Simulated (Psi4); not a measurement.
C2H8OSi: property calculation (part 1 of 2)

The run: property calculation of C2H8OSi, SMILES CCO[SiH3]. Method and program: PBE0/def2-TZVPP, RKS, dispersion D4 (Psi4 1.11).

The geometry was optimised with PBE0/def2-TZVP.

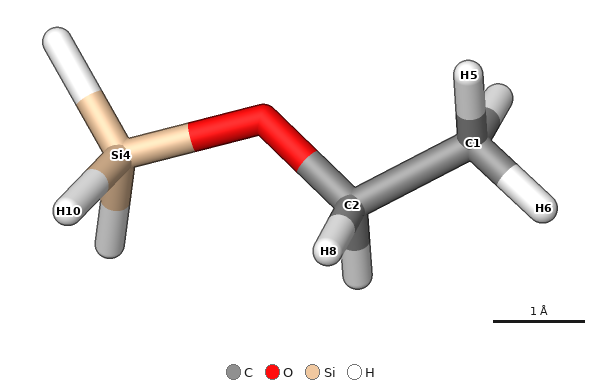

*The structure (stick view, seen at a tilt; atoms are numbered from 1 in the order of the input).*

Bond lengths as drawn: C–C 1.51 Å, C–H 1.09 to 1.10 Å, C–O 1.42 Å, H–Si 1.48 to 1.49 Å and O–Si 1.64 Å.

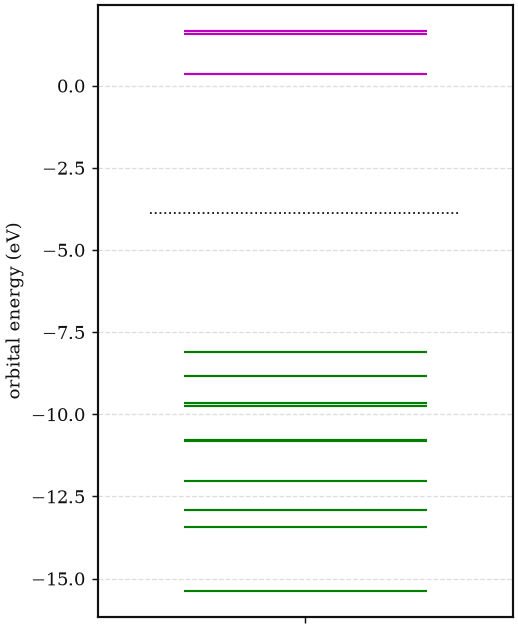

*Orbital energies near the frontier; the dotted line parts filled from empty levels, and levels within 0.02 eV of each other stand side by side.*

Highest filled −8.09 eV, lowest empty 0.36 eV, 8.45 eV apart.

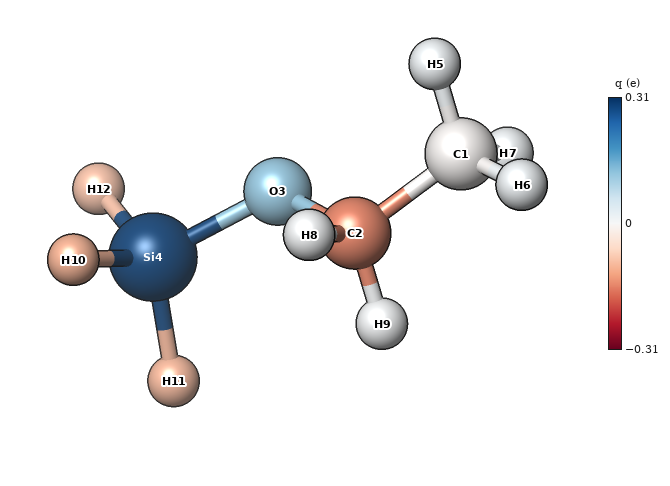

*Löwdin charges, as the colour of each atom (ball-and-stick view, seen at a tilt; atoms are numbered from 1 in the order of the input).*

By element: C −0.15 to −0.01, O +0.12, Si +0.29 and H −0.11 to +0.01 e.

The input that produced these results follows, with the program's output.

### Input (calc.py)
```python
import psi4

psi4.set_memory('5500 MB')
psi4.set_num_threads(2)
psi4.set_output_file('output.dat', False)

mol = psi4.geometry("""
0 1
C      0.21274537     3.28227098     1.36977932
C     -0.82667014     0.99669636     0.02308489
O      0.98868203    -0.96754356     0.08214828
Si     0.48367162    -3.74780879    -1.19726622
H      1.94250995     3.93528284     0.45509140
H     -1.16485931     4.81997703     1.34275435
H      0.64942517     2.82733075     3.33383404
H     -1.28761214     1.47002740    -1.94459243
H     -2.58052307     0.36179563     0.93370423
H      0.01684313    -3.51663103    -3.96517453
H     -1.76306534    -4.99474457    -0.04388889
H      2.78383492    -5.27113213    -0.72899776
units au
symmetry c1
""")

psi4.set_options({
    'basis': 'def2-TZVPP',
    'scf_type': 'df',
    'dft_radial_points': 99,
    'dft_spherical_points': 590,
})

e, wfn = psi4.energy('pbe0-d4', molecule=mol, return_wfn=True)
psi4.oeprop(wfn, 'DIPOLE', 'MULLIKEN_CHARGES', 'LOWDIN_CHARGES', 'WIBERG_LOWDIN_INDICES')
print(f'pbe0-d4 energy: {e:.10f} Eh')
```

Run as:
```bash
python calc.py
```

### Output
```
Psi4 1.11 release

   => Loading Basis Set <=

    Name: DEF2-TZVPP
    Role: ORBITAL
    Keyword: BASIS

   => PBE0-D4(BJ,EEQ)ATM: Empirical Dispersion <=

        a1 =       0.400856
        a2 =       5.029288
       alp =      16.000000
        s6 =       1.000000
        s8 =       1.200655
        s9 =       1.000000
        ga =       3.000000
        gc =       2.000000
        wf =       6.000000

         ---------------------------------------------------------
                                   SCF
                              RKS Reference
                        2 Threads,   5245 MiB Core
         ---------------------------------------------------------

  ==> Geometry <==

    Molecular point group: c1
    Full point group: C1

    Geometry (in Bohr), charge = 0, multiplicity = 1:

       Center              X                  Y                   Z               Mass
    ------------   -----------------  -----------------  -----------------  -----------------
         C           -0.057711066687     4.194374927589     1.581388733843    12.000000000000
         C           -1.097126576687     1.908800307589     0.234694303843    12.000000000000
         O            0.718225593313    -0.055439612411     0.293757693843    15.994914619570
         SI           0.213215183313    -2.835704842411    -0.985656806157    27.976926534650
         H            1.672053513313     4.847386787589     0.666700813843     1.007825032230
         H           -1.435315746687     5.732080977589     1.554363763843     1.007825032230
         H            0.378968733313     3.739434697589     3.545443453843     1.007825032230
         H           -1.558068576687     2.382131347589    -1.732983016157     1.007825032230
         H           -2.850979506687     1.273899577589     1.145313643843     1.007825032230
         H           -0.253613306687    -2.604527082411    -3.753565116157     1.007825032230
         H           -2.033521776687    -4.082640622411     0.167720523843     1.007825032230
         H            2.513378483313    -4.359028182411    -0.517388346157     1.007825032230

  Running in c1 symmetry.

  Rotational constants: A =      0.83989  B =      0.08664  C =      0.08326 [cm^-1]
  Rotational constants: A =  25179.24176  B =   2597.36306  C =   2495.93548 [MHz]
  Nuclear repulsion =  175.300950854223686

  Charge       = 0
  Multiplicity = 1
  Electrons    = 42
  Nalpha       = 21
  Nbeta        = 21

  ==> Algorithm <==

  SCF Algorithm Type is DF.
  DIIS enabled.
  MOM disabled.
  Fractional occupation disabled.
  Guess Type is SAD.
  Energy threshold   = 1.00e-06
  Density threshold  = 1.00e-06
  Integral threshold = 1.00e-12

  ==> Primary Basis <==

  Basis Set: DEF2-TZVPP
    Blend: DEF2-TZVPP
    Number of shells: 95
    Number of basis functions: 247
    Number of Cartesian functions: 276
    Spherical Harmonics?: true
    Max angular momentum: 3

  ==> DFT Potential <==

   => LibXC <=

    Version 7.1.2

   => Composite Functional: PBE0-D4BJEEQATM <=

    PBE0-d4bjeeqatm Hyb-GGA Exchange-Correlation Functional

    Deriv               =              1
    GGA                 =           TRUE
    Meta                =          FALSE

    Exchange Hybrid     =           TRUE
    MP2 Hybrid          =          FALSE

   => Exchange Functionals <=

    0.7500   Perdew, Burke & Ernzerhof

   => Exact (HF) Exchange <=

    0.2500               HF

   => Correlation Functionals <=

    1.0000   Perdew, Burke & Ernzerhof

   => LibXC Density Thresholds  <==

    XC_HYB_GGA_XC_PBEH:  1.00E-15

   => Molecular Quadrature <=

    Radial Scheme          =       TREUTLER
    Pruning Scheme         =           NONE
    Nuclear Scheme         =       TREUTLER

    Blocking Scheme        =         OCTREE
    BS radius alpha        =              1
    Pruning alpha          =              1
    Radial Points          =             99
    Spherical Points       =            590
    Total Points           =         661975
    Total Blocks           =           4637
    Max Points             =            256
    Max Functions          =            231
    Weights Tolerance      =       1.00E-15

   => Loading Basis Set <=

    Name: (DEF2-TZVPP AUX)
    Role: JKFIT
    Keyword: DF_BASIS_SCF

  ==> Integral Setup <==

  DFHelper Memory: AOs need 0.226 GiB; user supplied 0.635 GiB.
  SCF_SUBTYPE=INCORE selected. In-core MEM_DF algorithm will be used.
  Using in-core AOs.

  ==> MemDFJK: Density-Fitted J/K Matrices <==

    J tasked:                   Yes
    K tasked:                   Yes
    wK tasked:                   No
    Memory [MiB]:               649
    Algorithm:                 Core
    Schwarz Cutoff:           1E-12
    Mask sparsity (%):       7.0613
    Fitting Condition:        1E-10

   => Auxiliary Basis Set <=

  Basis Set: (DEF2-TZVPP AUX)
    Blend: DEF2-UNIVERSAL-JKFIT
    Number of shells: 161
    Number of basis functions: 499
    Number of Cartesian functions: 586
    Spherical Harmonics?: true
    Max angular momentum: 4

  Cached 100.0% of DFT collocation blocks in 3.207 [GiB].

  Minimum eigenvalue in the overlap matrix is 3.5706235758E-04.
  Reciprocal condition number of the overlap matrix is 4.1442522534E-05.
    Using symmetric orthogonalization.

  ==> Pre-Iterations <==

  SCF Guess: Superposition of Atomic Densities via on-the-fly atomic UHF (no occupation information).

   -------------------------
    Irrep   Nso     Nmo
   -------------------------
     A        247     247
   -------------------------
    Total     247     247
   -------------------------

  ==> Iterations <==

                           Total Energy        Delta E     RMS |[F,P]|

   @DF-RKS iter SAD:  -444.89447477765168   -4.44894e+02   0.00000e+00
   @DF-RKS iter   1:  -445.20431431981979   -3.09840e-01   3.50626e-03 ADIIS/DIIS
   @DF-RKS iter   2:  -444.92515800478725    2.79156e-01   4.70336e-03 ADIIS/DIIS
   @DF-RKS iter   3:  -445.52030426938848   -5.95146e-01   9.13828e-04 ADIIS/DIIS
   @DF-RKS iter   4:  -445.53731584112262   -1.70116e-02   2.49504e-04 ADIIS/DIIS
   @DF-RKS iter   5:  -445.53877155809710   -1.45572e-03   6.96982e-05 DIIS
   @DF-RKS iter   6:  -445.53888962873071   -1.18071e-04   1.29105e-05 DIIS
   @DF-RKS iter   7:  -445.53889353160008   -3.90287e-06   4.08361e-06 DIIS
   @DF-RKS iter   8:  -445.53889398666416   -4.55064e-07   7.20550e-07 DIIS
  Energy and wave function converged.

  ==> Post-Iterations <==

   Electrons on quadrature grid:
      Ntotal   =   42.0000008260 ; deviation = 8.260e-07

    Orbital Energies [Eh]
    ---------------------

    Doubly Occupied:

       1A    -66.253218     2A    -19.206689     3A    -10.277295
       4A    -10.213484     5A     -5.332816     6A     -3.667530
       7A     -3.666085     8A     -3.665930     9A     -1.046039
      10A     -0.778777    11A     -0.641630    12A     -0.565148
      13A     -0.494032    14A     -0.474614    15A     -0.442386
      16A     -0.397721    17A     -0.396646    18A     -0.358209
      19A     -0.354422    20A     -0.325169    21A     -0.297473

    Virtual:
```
